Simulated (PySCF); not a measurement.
# C7H5F3 (benzotrifluoride): the cost of one run

Computed with PySCF 2.14.0 and routines of our own; the level stands in each step. Atoms count from 0.

### Step 1. The starting structure

15 atoms, charge 0, multiplicity 1; geometry from: GFN2-xTB.

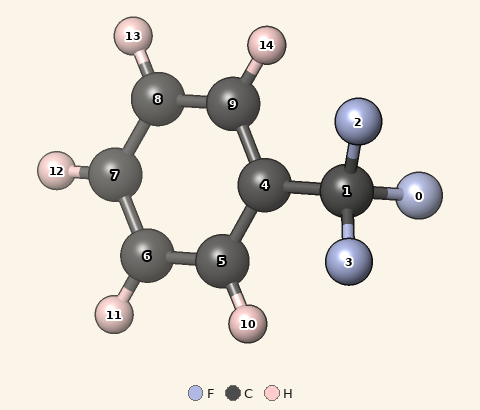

The starting geometry (fluorine light blue, carbon dark grey, hydrogen pink).

### Step 2. Optimising the geometry at PBE0-D3(BJ)/def2-SVP

The job: settings as JSON, then the geometry in Å.

```
{"job": {"xc": "PBE0", "basis": "def2-SVP", "d3": "d3bj", "grid": 2, "kind": "geom"}, "charge": 0, "multiplicity": 1}
F      2.679595     0.359689    -1.173827
C      2.170828     0.035705     0.033182
F      2.671094     0.932076     0.898320
F      2.712805    -1.148933     0.357340
C      0.669078     0.007929     0.023891
C      0.007034    -1.169422    -0.297629
C     -1.376096    -1.185164    -0.322696
C     -2.089749    -0.033647    -0.034227
C     -1.423770     1.140299     0.277123
C     -0.040832     1.167397     0.305915
H      0.572083    -2.061838    -0.518732
H     -1.895025    -2.099041    -0.567841
H     -3.168894    -0.051333    -0.051831
H     -1.979930     2.038135     0.498601
H      0.487366     2.076137     0.550498
```

On the command line:

```console
OMP_NUM_THREADS=1 python excited_run.py task.json out
```

This one command runs all jobs of the session in turn.

**Question.** How long does this first job take on 1 thread of Arm Neoverse V1, shared host, and how much memory does it need?

About 92 s, with a peak of 0.78 GiB.
